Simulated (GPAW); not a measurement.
## BaTiO3 (P4mm): refractive index against wavelength

The refractive index of BaTiO3 (P4mm) along x below the direct gap (2.08 eV on the mesh) is read from one computed spectrum, n = √(Re ε). x, y and z are the Cartesian axes of the input cell.

The structure is tetragonal, space group P4mm (No. 99). Conventional cell: a = 4.000 Å, b = 4.000 Å, c = 4.018 Å, α = 90.00°, β = 90.00°, γ = 90.00°. Ba on site a is surrounded by 12 O at 2.79 to 2.88 Å. Ti on site b has 6 O at 1.89 to 2.13 Å as nearest neighbours. O on site c has 2 Ti at 2.00 Å as nearest neighbours. O on site b has 2 Ti at 1.89 to 2.13 Å as nearest neighbours.

Method: GPAW 26.7.0, PBE, RPA, k-mesh 8×8×8, local fields up to 70 eV, Lorentzian half width 0.12 eV.

Launch of the response step: `OMP_NUM_THREADS=1 python df.py`. The run took 4.3 min, its band step included, on 1 thread of Arm Neoverse V1, with other jobs on the host.

```tsv
wavelength (nm)	photon energy E (eV)	n
3000	0.413	2.4439
2000	0.620	2.4535
1550	0.800	?
1310	0.946	2.4778
1064	1.165	2.5017
850	1.459	2.5466
```

In the single-oscillator model n² − 1 = E₀E_d/(E₀² − E²), so 1/(n² − 1) = E₀/E_d − E²/(E₀E_d) is linear in E².

Working, on the rows shown:

| x = E² (eV²) | y = 1/(n² − 1) |
| --- | --- |
| 0.170801 | 0.2011 |
| 0.384302 | 0.199217 |
| 0.895757 | 0.194572 |
| 1.35784 | 0.190168 |
| 2.12762 | 0.18231 |

Means: x̄ = 0.98727, ȳ = 0.19347. Σ(x − x̄)(y − ȳ) = -0.02375, Σ(x − x̄)² = 2.476. Slope = -0.02375 / 2.476 = -0.009589; intercept = ȳ − slope · x̄ = 0.20294. Turned back into n, the line misses the rows shown by at most 0.0014.

**Question.** Fill in the last column of the withheld row.

**Answer.** At x = 0.63984 the line gives y = 0.1968, that is 2.4660. The run gave 2.4654, so the interpolation is off by 0.0006, 0.6 % of the range in the table.

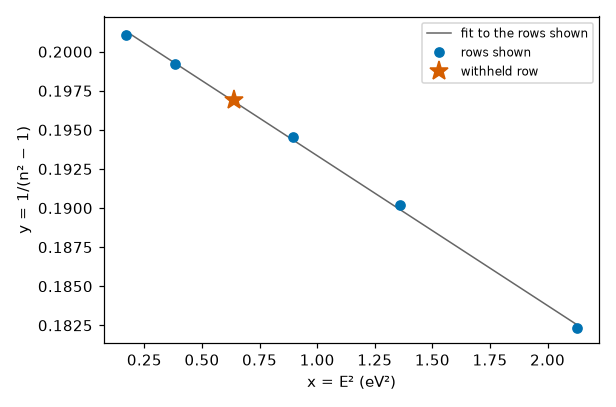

Refitted with all rows, the slope is -0.009602 and the intercept 0.20297. These give E₀ = √(intercept/−slope) = 4.60 eV and E_d = E₀/intercept = 22.7 eV; E₀ is 2.2 times the direct gap. The electronic limit at long wavelengths, without lattice vibrations, is n = √(1 + 1/intercept) = 2.435. The cell comes from an older database entry, whose edges can be off by a per cent or so. Excitons are left out; PBE gaps are as a rule too small. The values come from a sum over the points of one k-mesh and carry its error, which grows as the direct gap shrinks. This version of GPAW has incomplete matrix elements in the optical limit, which can lower ε − 1 by up to a tenth where first-row anions or d states rule. Spin-orbit coupling is left out.

[Logs are printed without paths, hosts, clocks, repeated set-up lines and the standing remarks that a program may print on its own settings, such as how far it seeks lower states.]
